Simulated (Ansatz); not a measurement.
# Profile along the B–O line in AlBO3 (space group R-3c)

AlBO3 (space group R-3c)

```
CELL_PARAMETERS angstrom
      2.23765     1.29191     4.57921
     -2.23765     1.29191     4.57921
      0.00000    -2.58382     4.57921
ATOMIC_POSITIONS crystal
  Al 0.50000 0.50000 0.50000
  Al 0.00000 0.00000 0.00000
  B  0.75000 0.75000 0.75000
  B  0.25000 0.25000 0.25000
  O  0.75000 0.44126 0.05874
  O  0.25000 0.55874 0.94126
  O  0.05874 0.75000 0.44126
  O  0.94126 0.25000 0.55874
  O  0.44126 0.05874 0.75000
  O  0.55874 0.94126 0.25000
```

Fields along a shortest B–O line of a (-1 1 0 4) plane (1.38 Å), from B to O, interpolated on the slice's grid (step about 0.3 Å). Method: PBEsol (plane waves to 420 eV, PAW, scalar-relativistic; Ansatz, an electronic-structure program). k mesh 9×9×9. Inside the PAW spheres the values are not all-electron values, and peaks at nuclei hang on which shells count as valence. AlBO3 was relaxed with its symmetry unable to fall.

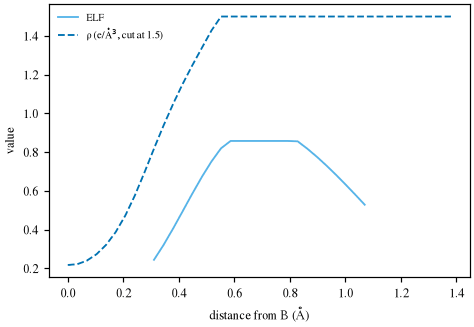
ELF (away from the nuclei) and valence density from B to O.

Density on the B–O line (1.38 Å) at its midpoint: 2.08 e/Å³. ELF at that point: 0.9. ELF maximum in the middle third of the B–O line: 0.86, 0.7 Å from B.
